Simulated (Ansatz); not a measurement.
SnO, pressure series

Consider SnO in the litharge type structure (space group P4/nmm, No. 129; a = 3.836 Å, c = 4.757 Å; layered, stacked along the Cartesian z axis).

Cell and atoms are relaxed at each pressure.

Levels (all Ansatz, a first-principles code, PAW, earlier PAW set): PBE-D3(BJ) (420 eV, without spin-orbit coupling); r2SCAN+rVV10 (500 eV, no spin-orbit coupling).

The base cell above is that of PBE-D3(BJ); each level relaxes its own structures.

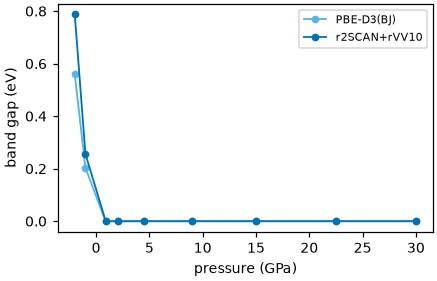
Fig. 1. Band gap under two levels

**Question.** How do the two levels compare along the series?

**Answer.** The two levels differ by at most about 0.23 eV. They put the cases in the same order.

A case with no gap was solved on a k-mesh chosen for an insulator, which is coarse for it. Load acts through the strain it causes; cell and atoms are relaxed under it. Whether these cells are dynamically stable was not tested. Competing high-pressure phases were not computed. All final runs are without spin polarisation. A zero or small gap of SnO can be the functional's error rather than a property of the material.
